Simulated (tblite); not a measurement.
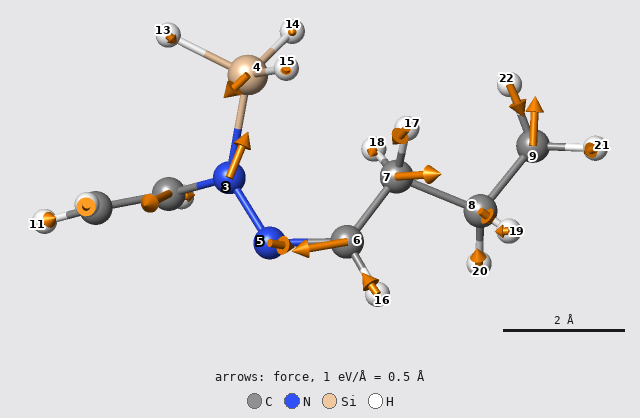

Starting geometry of C6H14N2Si with the computed forces as orange arrows. Style: ball-and-stick. Shown at a tilt.

Level of theory: GFN2-xTB geometry optimisation, gas phase in tblite 0.8.0. 

Question: Is this structure relaxed? If not, where do the atoms go?

Answer: It isn't relaxed: the largest force vector, on a C atom, is 2.45 eV/Å. The final displacements have little in common with the starting forces (cosine between the two patterns 0.22). After 253 geometry steps the energy has fallen by 25.8 kcal/mol. The largest move after the best rigid fit is that of an H atom, 2.48 Å. By element the largest moves are H 2.48 Å, C 0.83 Å, Si 0.30 Å, N 0.18 Å. Near-neighbour distances that change, for instance: C–N 1.443 → 1.389 Å, C–H 1.137 → 1.088 Å, N–Si 1.800 → 1.752 Å, C–H 1.110 → 1.075 Å. Among the angles between lasting bonds that change: C–C–N 114.6° → 126.0°, N–C–H 123.0° → 112.4°, N–N–C 117.7° → 125.9°. Groups turn about C–N by about 110°, C–C by about 35°, N–N by about 25°.
